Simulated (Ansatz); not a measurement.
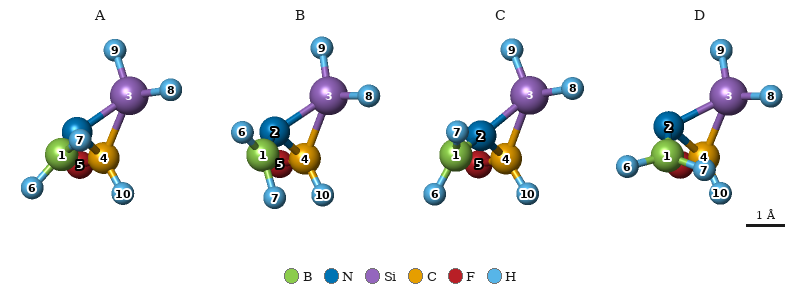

4 geometries from a converged minimum-energy path of CH₅BFNSi, shuffled. A ball-and-stick model, seen from a free direction.

These are results of Ansatz, RKS LDA/STO-3G, not measurements. Settings: 7 movable images; climbing image; force threshold 0.05 eV/Å; iteration limit 60; starting path through a guess of the saddle point.

> Which frame is the transition state?

D. In order along the path, whose images run from 0 to 8: B (image 2, +0.50 eV), D (image 4, +1.47 eV), A (image 6, +0.48 eV), C (image 7, +0.09 eV). The motion is a rotation about the B1–N2 bond by about 180°. No bond forms or breaks between the ends. Bond angles that change up to the highest image, for instance: B1–N2–Si3 153.6° → 116.7°, B1–N2–C4 136.4° → 107.3°.

Limits of the set-up: STO-3G is a minimal basis, so the numbers are rough.

The run took of the order of 3 core-minutes on a shared host.
